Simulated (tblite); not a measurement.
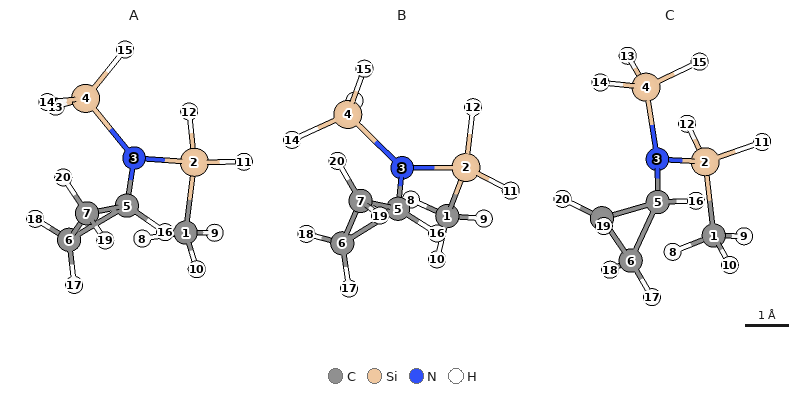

3 geometries from one relaxation of C4H13NSi2 (charge +1, multiplicity 2), in shuffled order. The picture is a ball-and-stick view, seen from a free direction.

These are results of GFN2-xTB geometry optimisation, gas phase in tblite 0.8.0, not measurements. 

### Put them in the order of the run, from the start to the converged end.

C, A, B. They are steps 0, 75, 206, at +1.131 eV, +0.114 eV relative to the last. The atom that moves furthest after the best rigid fit is H14 (2.04 Å). By element the largest moves are H 2.04 Å, Si 1.08 Å, C 0.90 Å, N 0.37 Å. Near-neighbour distances that change, for instance: Si2–Si4 2.743 → 3.103 Å, N3–C5 1.487 → 1.366 Å, Si2–N3 1.706 → 1.802 Å, N3–Si4 1.729 → 1.796 Å. Bond angles that change, for instance: Si2–N3–Si4 106.0° → 119.2°, N3–Si4–H13 111.9° → 103.3°, C1–Si2–N3 112.2° → 104.2°. The energy falls by 1.131 eV in 206 geometry steps. The run took 2.8 s on 1 thread of Arm Neoverse N1 (shared host).
